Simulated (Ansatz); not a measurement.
**H3NO (hydroxylamine) at BLYP/STO-3G**

What is the vertical singlet–triplet gap of H3NO (hydroxylamine) at BLYP/STO-3G? 

Program for the calculation: Ansatz 0.2.0.

51 further runs of the same task are left out: 1 that didn't finish, 50 set aside as unsound or not needed.

### 1 The molecule

The species is H3NO (5 atoms), meant as a singlet with charge 0. SMILES: `NO`. The coordinates come from a GFN2-xTB relaxation. This is one conformer, not always the lowest.

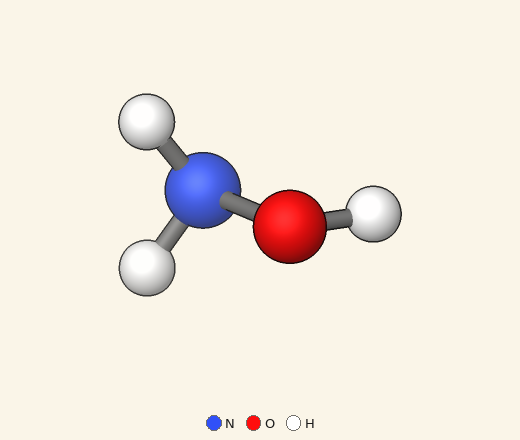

The structure, seen from a chosen angle (nitrogen blue, oxygen red, hydrogen white).

### 2 A single-point energy at BLYP/STO-3G

job.yaml reads:

```yaml
crystal:
  periodic: [false, false, false]
  atoms:
    - {symbol: "N", position_ang: [-0.178910, -0.366440, -0.312920]}
    - {symbol: O, position_ang: [0.371730, 0.674250, 0.501760]}
    - {symbol: H, position_ang: [-0.161770, -1.206140, 0.265260]}
    - {symbol: H, position_ang: [-1.156690, -0.114310, -0.454620]}
    - {symbol: H, position_ang: [1.125640, 1.012630, 0.000530]}
basis:
  gaussian: {orbitals: STO-3G}
total_charge: 0
hamiltonian: {xc: {name: BLYP}}
accuracy: high
```

Launch:

```sh
$ ansatz run job.yaml --threads 1 --pin off --max-ram 2610MiB --events-out events.jsonl --progress --plain --runs-dir runs
```

The log of the run:

```text
Warning: RAYON_NUM_THREADS=1 ignored (pool sized by the plan → 1); use --threads N
Functional definition: BLYP
  name "BLYP"
  parameter beta = 0.0042
  parameter a = 0.04918
  parameter b = 0.132
  parameter c = 0.2533
  parameter d = 0.349
  exchange = b88_x(beta = beta)
  correlation = lyp_c(a = a, b = b, c = c, d = d)
209 factors; integrals over basis functions are off by at most 3.8e-8 eV
mean field evaluation 1: about -3533.1812 eV, gradient 8.2e0 eV
mean field evaluation 2: about -3533.3518 eV, gradient 5.8e0 eV
mean field evaluation 4: about -3533.4651 eV, gradient 5.5e-1 eV
mean field evaluation 8: about -3533.4196 eV, gradient 1.2e-3 eV
mean field evaluation 16: about -3533.4196 eV, gradient 2.3e-8 eV
mean field -3533.41962820 eV, -129.8507762985 hartree, gradient 2.3e-8 eV, S^2 0.000000; 0 other end points of the search recorded, 0 dependent functions left out
reference -3533.41966070 eV, -129.8507774927 hartree; 9, 9 occupied and 4, 4 virtual orbitals, 209 factors
Total energy: -3533.41966070 eV, -129.8507774927 hartree
```

Wall time 0.71 s (1 thread of Arm Neoverse V1, shared host).

### 3 The triplet at the same level

run.yaml reads:

```yaml
crystal:
  periodic: [false, false, false]
  atoms:
    - {symbol: N, position_ang: [-0.178910, -0.366440, -0.312920]}
    - {symbol: O, position_ang: [0.371730, 0.674250, 0.501760]}
    - {symbol: H, position_ang: [-0.161770, -1.206140, 0.265260]}
    - {symbol: H, position_ang: [-1.156690, -0.114310, -0.454620]}
    - {symbol: H, position_ang: [1.125640, 1.012630, 0.000530]}
basis:
  gaussian: {orbitals: STO-3G}
accuracy: high
magnetization: {spin_polarized: true, initial_magnetization: 2}
hamiltonian: {xc: {name: BLYP}}
```

Launch:

```sh
$ ansatz run run.yaml --threads 1 --pin off --max-ram 2610MiB --events-out events.jsonl --progress --plain --runs-dir runs
```

The log of the run:

```text
Warning: RAYON_NUM_THREADS=1 ignored (pool sized by the plan → 1); use --threads N
Functional definition: BLYP
  name "BLYP"
  parameter beta = 0.0042
  parameter a = 0.04918
  parameter b = 0.132
  parameter c = 0.2533
  parameter d = 0.349
  exchange = b88_x(beta = beta)
  correlation = lyp_c(a = a, b = b, c = c, d = d)
209 factors; integrals over basis functions are off by at most 3.8e-8 eV
mean field evaluation 1: about -3523.3054 eV, gradient 1.4e1 eV
mean field evaluation 2: about -3501.5358 eV, gradient 5.3e1 eV
mean field evaluation 4: about -3523.8354 eV, gradient 1.3e1 eV
mean field evaluation 8: about -3524.0019 eV, gradient 1.2e1 eV
mean field evaluation 16: about -3525.5621 eV, gradient 3.4e-6 eV
mean field -3525.56208906 eV, -129.5620170611 hartree, gradient 7.5e-8 eV, S^2 2.001497; 1 other end points of the search recorded, 0 dependent functions left out
reference -3525.56212088 eV, -129.5620182303 hartree; 10, 8 occupied and 3, 5 virtual orbitals, 209 factors
Total energy: -3525.56212088 eV, -129.5620182303 hartree
```

Wall time 2.1 s (1 thread of Arm Neoverse V1, shared host); peak memory 0.11 GiB.

### 4 Summary of results

Level: BLYP/STO-3G.

| quantity | value |
| --- | --- |
| singlet: total energy | -129.85078 Eh |
| triplet: total energy | -129.56202 Eh |
| triplet: ⟨S²⟩ | 2.001 |
| vertical energy of the triplet above the singlet | 7.858 eV |

In words: At this shape the triplet lies 7.86 eV (758 kJ/mol) above the singlet. In a minimal basis such a difference can be off by several eV, whatever the method.
